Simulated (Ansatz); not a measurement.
Where the default PAW files enter, the runs use the earlier of Ansatz's two default sets.

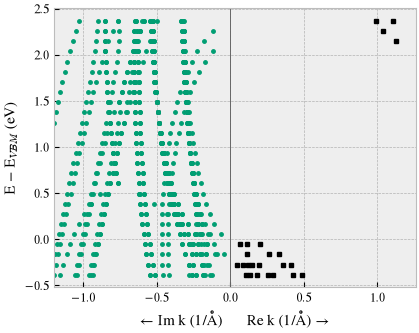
Figure: Complex bands at the centre of the two-dimensional zone; r2SCAN run with Ansatz (an electronic-structure program)

The gap is the functional's own, uncorrected, and κ follows it; spin-orbit coupling is left out. Mid-gap values are interpolated between the computed energies.

Question: This is SiC (P6_3mc, 16 atoms a cell, 10.3 Å³ an atom) along the normal of (100). Read off the slowest decay at the centre of the two-dimensional zone at 1.04 eV, the computed energy nearest the middle of the gap.

Answer: κ ≈ 0.25 1/Å, a decay length 1/(2κ) of the density of 2.0 Å.
